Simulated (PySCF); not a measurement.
# NMR shielding calculation of C₂H₅Cl₃Si

- system: C₂H₅Cl₃Si (ethyltrichlorosilane), SMILES CC[Si](Cl)(Cl)Cl
- method: GIAO PBE0/pcSseg-1 NMR shielding, non-relativistic, gas phase (PySCF 2.14.0)

The geometry comes from this level: PBE0-D3(BJ)/ma-def2-SVP. Figures and captions count atoms from 1; the log counts them from 0 in places.

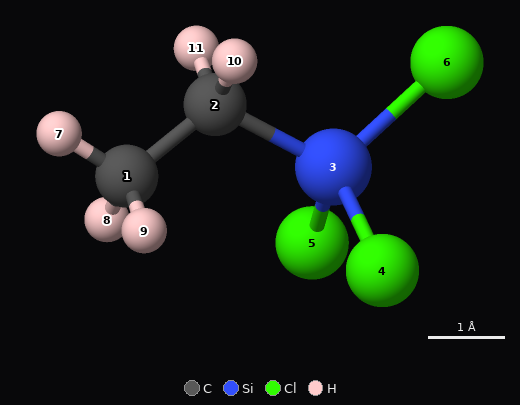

**Figure 1.** The structure (ball-and-stick view, seen at a tilt; atoms are numbered from 1 in the order of the input). Bond lengths as drawn: Cl–Si 2.06 Å, C–C 1.53 Å, C–H 1.10 Å and C–Si 1.86 Å.

Key numbers

| quantity | value |
| --- | --- |
| outcome | converged |
| total energy | −1748.737065 hartree |
| HOMO | −9.19 eV |
| LUMO | 0.05 eV |
| dipole moment | 2.59 D |
| isotropic shielding, C | 163.2 to 177.3 ppm |
| isotropic shielding, Si | 306.7 ppm |
| isotropic shielding, Cl | 804.1 to 820.0 ppm |
| isotropic shielding, H | 30.1 to 30.2 ppm |
| hardware | 1 CPU thread, shared host |
| wall time | 11 s |
| peak memory | 0.94 GiB |

Input file
```
{"job": {"kind": "nmr", "xc": "PBE0", "basis": "pcSseg-1", "pop": false}, "charge": 0, "multiplicity": 1}
C     -1.340376     0.095329     0.619576
C     -0.399383    -0.353847    -0.494877
Si     1.368998     0.166654    -0.279462
Cl     1.524606     2.219204    -0.170230
Cl     2.166941    -0.615492     1.452406
Cl     2.523875    -0.479087    -1.858859
H     -2.362803    -0.265814     0.433319
H     -1.023802    -0.294412     1.598674
H     -1.383462     1.192149     0.694805
H     -0.720780     0.038610    -1.475142
H     -0.386244    -1.453200    -0.591901
```

The first line tells a small driver script what to run in PySCF; the rest is the geometry in Å.

Run as:
```bash
OMP_NUM_THREADS=1 python <driver script> task.json out
```

Output
```
coarse grid: 11768 points
cycle   1  E = -1748.6440727915  dE =  5.056e-01  |g| = 4.758e-01  |ddm| = 3.010e+00
cycle   2  E = -1748.6174122567  dE =  2.666e-02  |g| = 5.939e-01  |ddm| = 1.137e+00
cycle   3  E = -1748.7053748561  dE = -8.796e-02  |g| = 4.393e-02  |ddm| = 6.560e-01
cycle   4  E = -1748.7057668075  dE = -3.920e-04  |g| = 1.998e-02  |ddm| = 6.139e-02
cycle   5  E = -1748.7058658493  dE = -9.904e-05  |g| = 5.623e-03  |ddm| = 2.472e-02
cycle   6  E = -1748.7058737109  dE = -7.862e-06  |g| = 1.335e-03  |ddm| = 6.659e-03
final grid: 96440 points
cycle   7  E = -1748.7370527084  dE = -2.881e-05  |g| = 7.571e-03  |ddm| = 1.705e-02
cycle   8  E = -1748.7370469178  dE =  5.791e-06  |g| = 8.476e-03  |ddm| = 1.264e-02
cycle   9  E = -1748.7370651263  dE = -1.821e-05  |g| = 8.354e-04  |ddm| = 7.334e-03
cycle  10  E = -1748.7370652430  dE = -1.167e-07  |g| = 1.854e-04  |ddm| = 8.849e-04
cycle  11  E = -1748.7370652512  dE = -8.222e-09  |g| = 4.425e-05  |ddm| = 2.304e-04
cycle  12  E = -1748.7370652517  dE = -4.775e-10  |g| = 1.000e-05  |ddm| = 5.701e-05
```

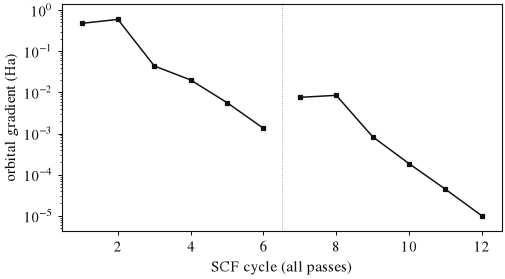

**Figure 2.** Convergence of the self-consistent field: orbital gradient against the SCF cycle. The dotted line marks the change from a coarse to the final integration grid. The first 6 cycles use a coarse grid, the final grid takes over at cycle 7, and the field converges after 12 cycles in all.

```
converged SCF energy = -1748.7370652517

GIAO shielding tensors (ppm)
atom      isotropic    diamagn.    paramagn.     s11        s22        s33       span
  0 C      177.302     246.656     -69.354    171.970    172.625    187.309     15.339
  1 C      163.236     254.320     -91.084    154.413    158.876    176.419     22.006
  2 Si     306.668     874.705    -568.037    289.945    291.605    338.454     48.509
  3 Cl     819.976    1147.665    -327.689    687.056    796.154    976.719    289.663
  4 Cl     820.006    1147.692    -327.686    687.430    795.054    977.533    290.103
  5 Cl     804.089    1146.785    -342.696    683.487    758.351    970.431    286.945
  6 H       30.052      28.366       1.687     24.699     26.991     38.466     13.767
  7 H       30.219      29.646       0.573     24.860     29.991     35.805     10.946
  8 H       30.203      29.598       0.606     24.857     29.896     35.857     11.000
  9 H       30.220      30.537      -0.317     25.515     29.541     35.603     10.088
 10 H       30.230      30.611      -0.381     25.549     29.532     35.607     10.058
```

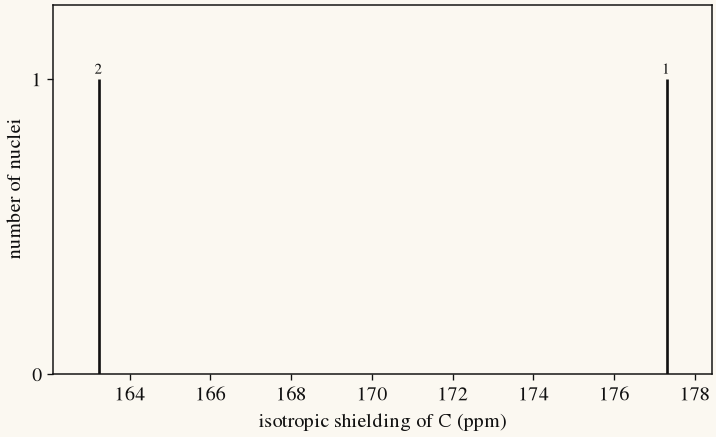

**Figure 3.** Isotropic shieldings of the carbon nuclei in this fixed geometry, labelled by atom number; shielding grows to the right, so chemical shift grows to the left. The least shielded is C2 (163.2 ppm), the most shielded C1 (177.3 ppm).
